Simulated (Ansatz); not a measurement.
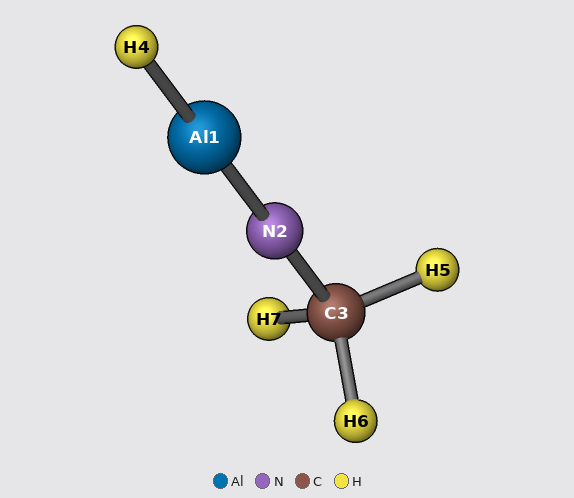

Harmonic vibrations computed with RKS PBE0-D4/def2-TZVP (Ansatz 0.2.0) at a stationary point of the same level.

### Minimum or transition state?

A minimum: no imaginary frequency, and the lowest mode lies at 141 cm⁻¹.

### How many vibrational modes are there, and where do they lie?

15 modes: 141, 141, 362, 362, 766, 1121, 1121, 1440, 1478, 1478, 1483, 2039, 2973, 3018, 3019 cm⁻¹.
